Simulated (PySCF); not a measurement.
SMILES [C]1=CCCC=C1 (C₆H₇), doublet at its CAM-B3LYP/def2-SVP optimised geometry (Å):

```
13

C      0.6112     1.3399    -1.1674
C     -0.6757     1.5834    -0.9871
C     -1.4032     0.6802     0.0000
C     -0.8076    -0.7325     0.0000
C      0.7011    -0.7325     0.0000
C      1.3852     0.2701    -0.5782
H     -1.2090     2.4056    -1.4735
H     -1.3227     1.1234     1.0107
H     -2.4773     0.6374    -0.2343
H     -1.1921    -1.3043     0.8577
H     -1.1475    -1.2751    -0.9039
H      1.2309    -1.5834     0.4385
H      2.4773     0.2812    -0.6062
```

Calculation: PySCF with unrestricted CAM-B3LYP/def2-TZVP.

Map of the log10 of the electron density (e/bohr³), floored at −4 on the plane z = 1.2 Å:

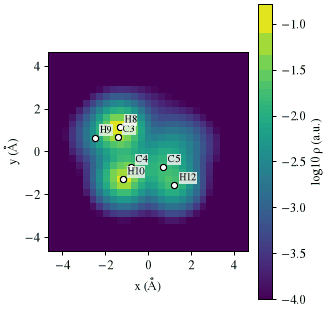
Figure. Log10 of the electron density (e/bohr³), floored at −4 on the plane z = 1.2 Å.
